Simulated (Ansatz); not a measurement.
**HfNH4F3: molecular dynamics (part 2 of 3)**

The same run, continued: HfNH4F3; RKS PBE-D4/def2-SVP (Ansatz 0.2.0). It belongs to a series of runs on one base structure; here: dynamics from the highest image of the converged band.

Geometry of the input (Å):
```
Hf -0.2852  -0.0710  0.0779
N  -0.1525  -0.0741  2.2715
H  -0.2818  -0.9234  2.8368
H  0.4470  0.5794  2.7929
F  1.6309  0.0443  -0.1119
F  -0.6793  1.4798  -0.9864
F  -0.8182  -1.7621  -0.6515
H  -2.0787  0.4205  1.0834
H  -1.3786  0.3182  1.8621
```

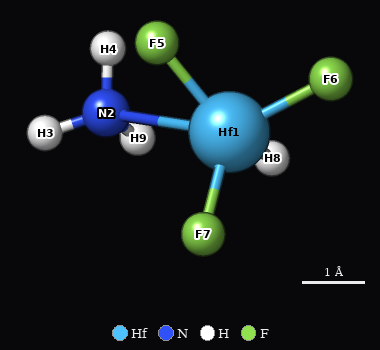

Figure 1. The geometry at step 143 of the log (ball-and-stick view, seen at an oblique angle; atoms are numbered from 1 in the order of the input).

### Log, continued
```
md step    90: t =    45.00 fs  T =   525.8 K  F+E_penalty+E_count = -11003.04036947 eV  E_kin = 0.475713 eV  conserved = -11002.56465622 eV  (32 SCF iters, 3 dispersion substeps)
md step    91: t =    45.50 fs  T =   524.1 K  F+E_penalty+E_count = -11003.03871380 eV  E_kin = 0.474242 eV  conserved = -11002.56447229 eV  (32 SCF iters, 3 dispersion substeps)
md step    92: t =    46.00 fs  T =   528.6 K  F+E_penalty+E_count = -11003.04275552 eV  E_kin = 0.478315 eV  conserved = -11002.56444069 eV  (32 SCF iters, 3 dispersion substeps)
md step    93: t =    46.50 fs  T =   539.8 K  F+E_penalty+E_count = -11003.05300195 eV  E_kin = 0.488430 eV  conserved = -11002.56457196 eV  (32 SCF iters, 3 dispersion substeps)
md step    94: t =    47.00 fs  T =   555.5 K  F+E_penalty+E_count = -11003.06743528 eV  E_kin = 0.502643 eV  conserved = -11002.56479276 eV  (32 SCF iters, 3 dispersion substeps)
md step    95: t =    47.50 fs  T =   572.1 K  F+E_penalty+E_count = -11003.08261066 eV  E_kin = 0.517611 eV  conserved = -11002.56499990 eV  (31 SCF iters, 3 dispersion substeps)
md step    96: t =    48.00 fs  T =   585.9 K  F+E_penalty+E_count = -11003.09523456 eV  E_kin = 0.530116 eV  conserved = -11002.56511895 eV  (31 SCF iters, 3 dispersion substeps)
md step    97: t =    48.50 fs  T =   594.8 K  F+E_penalty+E_count = -11003.10334315 eV  E_kin = 0.538215 eV  conserved = -11002.56512825 eV  (31 SCF iters, 3 dispersion substeps)
md step    98: t =    49.00 fs  T =   598.6 K  F+E_penalty+E_count = -11003.10668812 eV  E_kin = 0.541640 eV  conserved = -11002.56504765 eV  (31 SCF iters, 3 dispersion substeps)
md step    99: t =    49.50 fs  T =   598.5 K  F+E_penalty+E_count = -11003.10646424 eV  E_kin = 0.541548 eV  conserved = -11002.56491595 eV  (31 SCF iters, 3 dispersion substeps)
md step   100: t =    50.00 fs  T =   596.7 K  F+E_penalty+E_count = -11003.10470882 eV  E_kin = 0.539933 eV  conserved = -11002.56477542 eV  (31 SCF iters, 3 dispersion substeps)
md step   101: t =    50.50 fs  T =   595.6 K  F+E_penalty+E_count = -11003.10362086 eV  E_kin = 0.538956 eV  conserved = -11002.56466527 eV  (31 SCF iters, 3 dispersion substeps)
md step   102: t =    51.00 fs  T =   597.1 K  F+E_penalty+E_count = -11003.10492476 eV  E_kin = 0.540308 eV  conserved = -11002.56461685 eV  (31 SCF iters, 3 dispersion substeps)
md step   103: t =    51.50 fs  T =   602.0 K  F+E_penalty+E_count = -11003.10937144 eV  E_kin = 0.544725 eV  conserved = -11002.56464596 eV  (31 SCF iters, 3 dispersion substeps)
md step   104: t =    52.00 fs  T =   609.8 K  F+E_penalty+E_count = -11003.11649714 eV  E_kin = 0.551752 eV  conserved = -11002.56474511 eV  (31 SCF iters, 3 dispersion substeps)
md step   105: t =    52.50 fs  T =   618.8 K  F+E_penalty+E_count = -11003.12475571 eV  E_kin = 0.559875 eV  conserved = -11002.56488062 eV  (31 SCF iters, 3 dispersion substeps)
md step   106: t =    53.00 fs  T =   626.7 K  F+E_penalty+E_count = -11003.13205806 eV  E_kin = 0.567058 eV  conserved = -11002.56499981 eV  (32 SCF iters, 3 dispersion substeps)
md step   107: t =    53.50 fs  T =   631.7 K  F+E_penalty+E_count = -11003.13659264 eV  E_kin = 0.571542 eV  conserved = -11002.56505072 eV  (32 SCF iters, 3 dispersion substeps)
md step   108: t =    54.00 fs  T =   632.8 K  F+E_penalty+E_count = -11003.13761871 eV  E_kin = 0.572611 eV  conserved = -11002.56500774 eV  (32 SCF iters, 3 dispersion substeps)
md step   109: t =    54.50 fs  T =   631.0 K  F+E_penalty+E_count = -11003.13584685 eV  E_kin = 0.570959 eV  conserved = -11002.56488737 eV  (32 SCF iters, 3 dispersion substeps)
md step   110: t =    55.00 fs  T =   628.2 K  F+E_penalty+E_count = -11003.13317252 eV  E_kin = 0.568431 eV  conserved = -11002.56474187 eV  (32 SCF iters, 3 dispersion substeps)
md step   111: t =    55.50 fs  T =   626.9 K  F+E_penalty+E_count = -11003.13187564 eV  E_kin = 0.567245 eV  conserved = -11002.56463052 eV  (32 SCF iters, 3 dispersion substeps)
md step   112: t =    56.00 fs  T =   629.0 K  F+E_penalty+E_count = -11003.13370819 eV  E_kin = 0.569117 eV  conserved = -11002.56459119 eV  (31 SCF iters, 3 dispersion substeps)
md step   113: t =    56.50 fs  T =   635.1 K  F+E_penalty+E_count = -11003.13929224 eV  E_kin = 0.574661 eV  conserved = -11002.56463120 eV  (31 SCF iters, 3 dispersion substeps)
md step   114: t =    57.00 fs  T =   644.6 K  F+E_penalty+E_count = -11003.14798928 eV  E_kin = 0.583256 eV  conserved = -11002.56473321 eV  (31 SCF iters, 3 dispersion substeps)
md step   115: t =    57.50 fs  T =   655.7 K  F+E_penalty+E_count = -11003.15816403 eV  E_kin = 0.593298 eV  conserved = -11002.56486560 eV  (31 SCF iters, 3 dispersion substeps)
md step   116: t =    58.00 fs  T =   666.1 K  F+E_penalty+E_count = -11003.16769226 eV  E_kin = 0.602703 eV  conserved = -11002.56498963 eV  (30 SCF iters, 3 dispersion substeps)
md step   117: t =    58.50 fs  T =   673.6 K  F+E_penalty+E_count = -11003.17458276 eV  E_kin = 0.609515 eV  conserved = -11002.56506815 eV  (30 SCF iters, 3 dispersion substeps)
md step   118: t =    59.00 fs  T =   676.9 K  F+E_penalty+E_count = -11003.17756970 eV  E_kin = 0.612493 eV  conserved = -11002.56507661 eV  (50 SCF iters, 3 dispersion substeps)
md step   119: t =    59.50 fs  T =   675.8 K  F+E_penalty+E_count = -11003.17649737 eV  E_kin = 0.611484 eV  conserved = -11002.56501370 eV  (30 SCF iters, 3 dispersion substeps)
md step   120: t =    60.00 fs  T =   671.3 K  F+E_penalty+E_count = -11003.17233687 eV  E_kin = 0.607433 eV  conserved = -11002.56490423 eV  (30 SCF iters, 3 dispersion substeps)
md step   121: t =    60.50 fs  T =   665.3 K  F+E_penalty+E_count = -11003.16679594 eV  E_kin = 0.602005 eV  conserved = -11002.56479061 eV  (30 SCF iters, 3 dispersion substeps)
md step   122: t =    61.00 fs  T =   659.7 K  F+E_penalty+E_count = -11003.16165726 eV  E_kin = 0.596941 eV  conserved = -11002.56471620 eV  (31 SCF iters, 3 dispersion substeps)
md step   123: t =    61.50 fs  T =   655.8 K  F+E_penalty+E_count = -11003.15810223 eV  E_kin = 0.593394 eV  conserved = -11002.56470841 eV  (30 SCF iters, 3 dispersion substeps)
md step   124: t =    62.00 fs  T =   653.7 K  F+E_penalty+E_count = -11003.15628250 eV  E_kin = 0.591514 eV  conserved = -11002.56476854 eV  (31 SCF iters, 3 dispersion substeps)
md step   125: t =    62.50 fs  T =   652.5 K  F+E_penalty+E_count = -11003.15530157 eV  E_kin = 0.590431 eV  conserved = -11002.56487081 eV  (31 SCF iters, 3 dispersion substeps)
md step   126: t =    63.00 fs  T =   650.6 K  F+E_penalty+E_count = -11003.15361439 eV  E_kin = 0.588642 eV  conserved = -11002.56497270 eV  (30 SCF iters, 3 dispersion substeps)
md step   127: t =    63.50 fs  T =   646.2 K  F+E_penalty+E_count = -11003.14968755 eV  E_kin = 0.584656 eV  conserved = -11002.56503204 eV  (30 SCF iters, 3 dispersion substeps)
md step   128: t =    64.00 fs  T =   638.4 K  F+E_penalty+E_count = -11003.14265088 eV  E_kin = 0.577626 eV  conserved = -11002.56502463 eV  (30 SCF iters, 3 dispersion substeps)
md step   129: t =    64.50 fs  T =   627.4 K  F+E_penalty+E_count = -11003.13266998 eV  E_kin = 0.567717 eV  conserved = -11002.56495337 eV  (30 SCF iters, 3 dispersion substeps)
md step   130: t =    65.00 fs  T =   614.6 K  F+E_penalty+E_count = -11003.12090249 eV  E_kin = 0.556058 eV  conserved = -11002.56484401 eV  (30 SCF iters, 3 dispersion substeps)
md step   131: t =    65.50 fs  T =   601.6 K  F+E_penalty+E_count = -11003.10909655 eV  E_kin = 0.544364 eV  conserved = -11002.56473280 eV  (30 SCF iters, 3 dispersion substeps)
md step   132: t =    66.00 fs  T =   590.6 K  F+E_penalty+E_count = -11003.09901744 eV  E_kin = 0.534363 eV  conserved = -11002.56465401 eV  (30 SCF iters, 3 dispersion substeps)
md step   133: t =    66.50 fs  T =   582.7 K  F+E_penalty+E_count = -11003.09189985 eV  E_kin = 0.527268 eV  conserved = -11002.56463162 eV  (31 SCF iters, 3 dispersion substeps)
md step   134: t =    67.00 fs  T =   578.5 K  F+E_penalty+E_count = -11003.08806838 eV  E_kin = 0.523395 eV  conserved = -11002.56467376 eV  (30 SCF iters, 3 dispersion substeps)
md step   135: t =    67.50 fs  T =   577.0 K  F+E_penalty+E_count = -11003.08681557 eV  E_kin = 0.522046 eV  conserved = -11002.56476928 eV  (30 SCF iters, 3 dispersion substeps)
md step   136: t =    68.00 fs  T =   576.6 K  F+E_penalty+E_count = -11003.08659078 eV  E_kin = 0.521704 eV  conserved = -11002.56488666 eV  (30 SCF iters, 3 dispersion substeps)
md step   137: t =    68.50 fs  T =   575.3 K  F+E_penalty+E_count = -11003.08550901 eV  E_kin = 0.520529 eV  conserved = -11002.56497994 eV  (30 SCF iters, 3 dispersion substeps)
md step   138: t =    69.00 fs  T =   571.5 K  F+E_penalty+E_count = -11003.08206992 eV  E_kin = 0.517062 eV  conserved = -11002.56500753 eV  (30 SCF iters, 3 dispersion substeps)
md step   139: t =    69.50 fs  T =   564.6 K  F+E_penalty+E_count = -11003.07579717 eV  E_kin = 0.510842 eV  conserved = -11002.56495489 eV  (30 SCF iters, 3 dispersion substeps)
md step   140: t =    70.00 fs  T =   555.5 K  F+E_penalty+E_count = -11003.06746058 eV  E_kin = 0.502616 eV  conserved = -11002.56484422 eV  (30 SCF iters, 3 dispersion substeps)
md step   141: t =    70.50 fs  T =   546.0 K  F+E_penalty+E_count = -11003.05874288 eV  E_kin = 0.494021 eV  conserved = -11002.56472235 eV  (31 SCF iters, 3 dispersion substeps)
md step   142: t =    71.00 fs  T =   538.1 K  F+E_penalty+E_count = -11003.05152516 eV  E_kin = 0.486888 eV  conserved = -11002.56463737 eV  (30 SCF iters, 3 dispersion substeps)
md step   143: t =    71.50 fs  T =   533.3 K  F+E_penalty+E_count = -11003.04714146 eV  E_kin = 0.482523 eV  conserved = -11002.56461827 eV  (31 SCF iters, 3 dispersion substeps)
md step   144: t =    72.00 fs  T =   531.9 K  F+E_penalty+E_count = -11003.04591517 eV  E_kin = 0.481248 eV  conserved = -11002.56466759 eV  (30 SCF iters, 3 dispersion substeps)
md step   145: t =    72.50 fs  T =   533.1 K  F+E_penalty+E_count = -11003.04710937 eV  E_kin = 0.482345 eV  conserved = -11002.56476443 eV  (30 SCF iters, 3 dispersion substeps)
md step   146: t =    73.00 fs  T =   535.3 K  F+E_penalty+E_count = -11003.04924138 eV  E_kin = 0.484365 eV  conserved = -11002.56487615 eV  (32 SCF iters, 3 dispersion substeps)
md step   147: t =    73.50 fs  T =   536.7 K  F+E_penalty+E_count = -11003.05059206 eV  E_kin = 0.485622 eV  conserved = -11002.56496966 eV  (32 SCF iters, 3 dispersion substeps)
md step   148: t =    74.00 fs  T =   535.7 K  F+E_penalty+E_count = -11003.04973596 eV  E_kin = 0.484718 eV  conserved = -11002.56501751 eV  (31 SCF iters, 3 dispersion substeps)
md step   149: t =    74.50 fs  T =   531.6 K  F+E_penalty+E_count = -11003.04598872 eV  E_kin = 0.480989 eV  conserved = -11002.56499973 eV  (33 SCF iters, 3 dispersion substeps)
md step   150: t =    75.00 fs  T =   524.8 K  F+E_penalty+E_count = -11003.03972376 eV  E_kin = 0.474815 eV  conserved = -11002.56490898 eV  (32 SCF iters, 3 dispersion substeps)
md step   151: t =    75.50 fs  T =   516.9 K  F+E_penalty+E_count = -11003.03246628 eV  E_kin = 0.467704 eV  conserved = -11002.56476244 eV  (50 SCF iters, 3 dispersion substeps)
md step   152: t =    76.00 fs  T =   510.6 K  F+E_penalty+E_count = -11003.02658854 eV  E_kin = 0.461978 eV  conserved = -11002.56461100 eV  (30 SCF iters, 3 dispersion substeps)
md step   153: t =    76.50 fs  T =   508.4 K  F+E_penalty+E_count = -11003.02449287 eV  E_kin = 0.459965 eV  conserved = -11002.56452752 eV  (30 SCF iters, 3 dispersion substeps)
md step   154: t =    77.00 fs  T =   511.6 K  F+E_penalty+E_count = -11003.02748498 eV  E_kin = 0.462916 eV  conserved = -11002.56456894 eV  (31 SCF iters, 3 dispersion substeps)
md step   155: t =    77.50 fs  T =   519.7 K  F+E_penalty+E_count = -11003.03492182 eV  E_kin = 0.470190 eV  conserved = -11002.56473206 eV  (31 SCF iters, 3 dispersion substeps)
md step   156: t =    78.00 fs  T =   529.8 K  F+E_penalty+E_count = -11003.04427494 eV  E_kin = 0.479331 eV  conserved = -11002.56494362 eV  (31 SCF iters, 3 dispersion substeps)
md step   157: t =    78.50 fs  T =   538.4 K  F+E_penalty+E_count = -11003.05224366 eV  E_kin = 0.487142 eV  conserved = -11002.56510129 eV  (31 SCF iters, 3 dispersion substeps)
md step   158: t =    79.00 fs  T =   542.8 K  F+E_penalty+E_count = -11003.05631071 eV  E_kin = 0.491175 eV  conserved = -11002.56513527 eV  (31 SCF iters, 3 dispersion substeps)
md step   159: t =    79.50 fs  T =   542.4 K  F+E_penalty+E_count = -11003.05582541 eV  E_kin = 0.490782 eV  conserved = -11002.56504302 eV  (30 SCF iters, 3 dispersion substeps)
md step   160: t =    80.00 fs  T =   538.5 K  F+E_penalty+E_count = -11003.05208283 eV  E_kin = 0.487205 eV  conserved = -11002.56487809 eV  (31 SCF iters, 3 dispersion substeps)
md step   161: t =    80.50 fs  T =   533.6 K  F+E_penalty+E_count = -11003.04753324 eV  E_kin = 0.482819 eV  conserved = -11002.56471417 eV  (30 SCF iters, 3 dispersion substeps)
md step   162: t =    81.00 fs  T =   530.5 K  F+E_penalty+E_count = -11003.04464992 eV  E_kin = 0.480038 eV  conserved = -11002.56461204 eV  (30 SCF iters, 3 dispersion substeps)
md step   163: t =    81.50 fs  T =   530.9 K  F+E_penalty+E_count = -11003.04496841 eV  E_kin = 0.480366 eV  conserved = -11002.56460269 eV  (30 SCF iters, 3 dispersion substeps)
md step   164: t =    82.00 fs  T =   534.8 K  F+E_penalty+E_count = -11003.04857983 eV  E_kin = 0.483895 eV  conserved = -11002.56468506 eV  (30 SCF iters, 3 dispersion substeps)
md step   165: t =    82.50 fs  T =   540.8 K  F+E_penalty+E_count = -11003.05413623 eV  E_kin = 0.489305 eV  conserved = -11002.56483127 eV  (31 SCF iters, 3 dispersion substeps)
md step   166: t =    83.00 fs  T =   546.3 K  F+E_penalty+E_count = -11003.05929486 eV  E_kin = 0.494300 eV  conserved = -11002.56499459 eV  (31 SCF iters, 3 dispersion substeps)
md step   167: t =    83.50 fs  T =   548.6 K  F+E_penalty+E_count = -11003.06147173 eV  E_kin = 0.496353 eV  conserved = -11002.56511909 eV  (31 SCF iters, 3 dispersion substeps)
md step   168: t =    84.00 fs  T =   545.5 K  F+E_penalty+E_count = -11003.05873854 eV  E_kin = 0.493586 eV  conserved = -11002.56515289 eV  (31 SCF iters, 3 dispersion substeps)
md step   169: t =    84.50 fs  T =   536.7 K  F+E_penalty+E_count = -11003.05063957 eV  E_kin = 0.485574 eV  conserved = -11002.56506579 eV  (31 SCF iters, 3 dispersion substeps)
md step   170: t =    85.00 fs  T =   523.6 K  F+E_penalty+E_count = -11003.03864185 eV  E_kin = 0.473773 eV  conserved = -11002.56486844 eV  (31 SCF iters, 3 dispersion substeps)
md step   171: t =    85.50 fs  T =   509.8 K  F+E_penalty+E_count = -11003.02593063 eV  E_kin = 0.461309 eV  conserved = -11002.56462188 eV  (31 SCF iters, 3 dispersion substeps)
md step   172: t =    86.00 fs  T =   499.5 K  F+E_penalty+E_count = -11003.01642322 eV  E_kin = 0.451998 eV  conserved = -11002.56442519 eV  (31 SCF iters, 3 dispersion substeps)
md step   173: t =    86.50 fs  T =   496.1 K  F+E_penalty+E_count = -11003.01322263 eV  E_kin = 0.448848 eV  conserved = -11002.56437422 eV  (30 SCF iters, 3 dispersion substeps)
md step   174: t =    87.00 fs  T =   500.3 K  F+E_penalty+E_count = -11003.01715729 eV  E_kin = 0.452652 eV  conserved = -11002.56450556 eV  (30 SCF iters, 3 dispersion substeps)
md step   175: t =    87.50 fs  T =   510.0 K  F+E_penalty+E_count = -11003.02624553 eV  E_kin = 0.461482 eV  conserved = -11002.56476344 eV  (30 SCF iters, 3 dispersion substeps)
md step   176: t =    88.00 fs  T =   521.1 K  F+E_penalty+E_count = -11003.03655236 eV  E_kin = 0.471527 eV  conserved = -11002.56502550 eV  (30 SCF iters, 3 dispersion substeps)
md step   177: t =    88.50 fs  T =   529.2 K  F+E_penalty+E_count = -11003.04404577 eV  E_kin = 0.478871 eV  conserved = -11002.56517457 eV  (30 SCF iters, 3 dispersion substeps)
md step   178: t =    89.00 fs  T =   531.9 K  F+E_penalty+E_count = -11003.04638984 eV  E_kin = 0.481229 eV  conserved = -11002.56516121 eV  (30 SCF iters, 3 dispersion substeps)
md step   179: t =    89.50 fs  T =   529.1 K  F+E_penalty+E_count = -11003.04373747 eV  E_kin = 0.478723 eV  conserved = -11002.56501496 eV  (30 SCF iters, 3 dispersion substeps)
md step   180: t =    90.00 fs  T =   523.3 K  F+E_penalty+E_count = -11003.03832172 eV  E_kin = 0.473510 eV  conserved = -11002.56481182 eV  (30 SCF iters, 3 dispersion substeps)
md step   181: t =    90.50 fs  T =   518.0 K  F+E_penalty+E_count = -11003.03330333 eV  E_kin = 0.468671 eV  conserved = -11002.56463212 eV  (30 SCF iters, 3 dispersion substeps)
md step   182: t =    91.00 fs  T =   516.1 K  F+E_penalty+E_count = -11003.03151094 eV  E_kin = 0.466978 eV  conserved = -11002.56453297 eV  (29 SCF iters, 3 dispersion substeps)
md step   183: t =    91.50 fs  T =   519.4 K  F+E_penalty+E_count = -11003.03451591 eV  E_kin = 0.469976 eV  conserved = -11002.56453949 eV  (30 SCF iters, 3 dispersion substeps)
md step   184: t =    92.00 fs  T =   527.8 K  F+E_penalty+E_count = -11003.04220715 eV  E_kin = 0.477560 eV  conserved = -11002.56464737 eV  (49 SCF iters, 3 dispersion substeps)
md step   185: t =    92.50 fs  T =   539.4 K  F+E_penalty+E_count = -11003.05284736 eV  E_kin = 0.488019 eV  conserved = -11002.56482825 eV  (31 SCF iters, 3 dispersion substeps)
md step   186: t =    93.00 fs  T =   550.9 K  F+E_penalty+E_count = -11003.06353182 eV  E_kin = 0.498497 eV  conserved = -11002.56503445 eV  (31 SCF iters, 3 dispersion substeps)
md step   187: t =    93.50 fs  T =   559.0 K  F+E_penalty+E_count = -11003.07097096 eV  E_kin = 0.505768 eV  conserved = -11002.56520332 eV  (31 SCF iters, 3 dispersion substeps)
md step   188: t =    94.00 fs  T =   560.6 K  F+E_penalty+E_count = -11003.07250503 eV  E_kin = 0.507237 eV  conserved = -11002.56526793 eV  (31 SCF iters, 3 dispersion substeps)
md step   189: t =    94.50 fs  T =   554.8 K  F+E_penalty+E_count = -11003.06716188 eV  E_kin = 0.501982 eV  conserved = -11002.56517948 eV  (31 SCF iters, 3 dispersion substeps)
md step   190: t =    95.00 fs  T =   543.2 K  F+E_penalty+E_count = -11003.05639304 eV  E_kin = 0.491453 eV  conserved = -11002.56493970 eV  (31 SCF iters, 3 dispersion substeps)
md step   191: t =    95.50 fs  T =   529.8 K  F+E_penalty+E_count = -11003.04399598 eV  E_kin = 0.479371 eV  conserved = -11002.56462542 eV  (31 SCF iters, 3 dispersion substeps)
md step   192: t =    96.00 fs  T =   520.0 K  F+E_penalty+E_count = -11003.03488662 eV  E_kin = 0.470512 eV  conserved = -11002.56437418 eV  (31 SCF iters, 3 dispersion substeps)
md step   193: t =    96.50 fs  T =   518.0 K  F+E_penalty+E_count = -11003.03298227 eV  E_kin = 0.468666 eV  conserved = -11002.56431625 eV  (31 SCF iters, 3 dispersion substeps)
md step   194: t =    97.00 fs  T =   524.7 K  F+E_penalty+E_count = -11003.03923632 eV  E_kin = 0.474750 eV  conserved = -11002.56448647 eV  (31 SCF iters, 3 dispersion substeps)
md step   195: t =    97.50 fs  T =   537.5 K  F+E_penalty+E_count = -11003.05111541 eV  E_kin = 0.486324 eV  conserved = -11002.56479112 eV  (31 SCF iters, 3 dispersion substeps)
```
